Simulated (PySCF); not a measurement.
**Ways to converge the SCF of InF**

Aim: find out which solver settings change the answer for InF.

Method: method and basis as typed in the scripts; program: PySCF 2.14.0.

4 further runs of the same task are left out: 3 for a known fault of the program, 1 that didn't finish.

## Step 1: Where the work starts

InF: 2 atoms, charge 0, spin multiplicity 1.

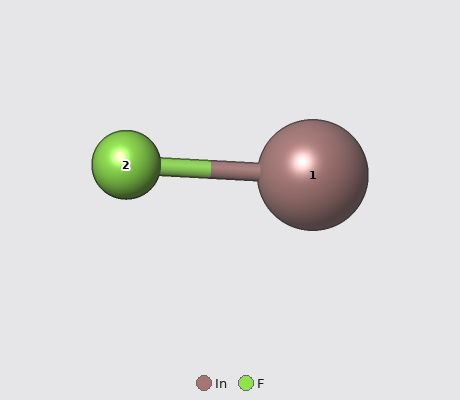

As it starts; indium brown, fluorine green; atoms are numbered from 1 in the order of the file.

## Step 2: Base script

input.py

```python
from pyscf import gto, scf

mol = gto.M(
    atom='In 0 0 0; F 0 0 2.005',
    basis='x2c-svpall',
    charge=0,
    spin=0,
    verbose=3,
)
mf = scf.RHF(mol)
mf = mf.sfx2c1e()
mf.kernel()
mf.stability(internal=True, external=True)
mf.dip_moment()
print('orbital energies (hartree):', mf.mo_energy[..., max(0, mol.nelec[1]-3):mol.nelec[0]+3].round(4))
```

Started as:

```bash
python input.py
```

The log of this run is left out.

Base result: E(SCF) = -5977.225435 Eh, μ = 3.20 D, internal stable; real -> complex stable; RHF/RKS -> UHF/UKS stable.

The bond length is a typed value, not an optimised one.

## Step 3: DIIS space 12

Edit 1 changes DIIS space: default → 12.

input.py

```python
from pyscf import gto, scf

mol = gto.M(
    atom='In 0 0 0; F 0 0 2.005',
    basis='x2c-svpall',
    charge=0,
    spin=0,
    verbose=3,
)
mf = scf.RHF(mol)
mf = mf.sfx2c1e()
mf.diis_space = 12
mf.kernel()
mf.stability(internal=True, external=True)
mf.dip_moment()
print('orbital energies (hartree):', mf.mo_energy[..., max(0, mol.nelec[1]-3):mol.nelec[0]+3].round(4))
```

Started as:

```bash
python input.py
```

## Step 4: Initial guess atom

Edit 2 changes initial guess: minao → atom.

input.py, as its differences from that of step 2:

```diff
@@ -11,2 +11,3 @@
 mf = mf.sfx2c1e()
+mf.init_guess = 'atom'
 mf.kernel()
```

## Step 5: Smearing width 0.2 hartree

Edit 3 changes smearing width: none → 0.2 hartree; step after the SCF: stability → none.

input.py, as its differences from that of step 2:

```diff
@@ -11,4 +11,4 @@
 mf = mf.sfx2c1e()
+mf = scf.addons.smearing_(mf, sigma=0.2, method='fermi')
 mf.kernel()
-mf.stability(internal=True, external=True)
 mf.dip_moment()
```

## Step 6: Initial guess hcore

Edit 4 changes initial guess: minao → hcore.

input.py, as its differences from that of step 2:

```diff
@@ -11,2 +11,3 @@
 mf = mf.sfx2c1e()
+mf.init_guess = 'hcore'
 mf.kernel()
```

Q: Predict the outcome of this session. Wanted: for each run, E(SCF); from base; gap; SCF dipole; after the SCF.

The runs gave:

```tsv
run	E(SCF) (hartree)	from base (eV)	gap (eV)	SCF dipole (D)	after the SCF
base	-5977.225435	0	10.51	3.20	stable
DIIS space 12	-5977.225435	0.0000	10.51	3.20	stable
initial guess atom	-5977.225435	0.0000	10.51	3.20	stable
smearing width 0.2 hartree (poor choice)	-5976.060041	not comparable	n/a	0.00	n/a
initial guess hcore	-5977.225435	0.0000	10.51	3.20	stable
```

**Reading.** The SCF energy stays the same, to the digits that matter, with DIIS space 12 or initial guess atom or initial guess hcore. Rows marked «poor choice» come from settings spoiled on purpose.
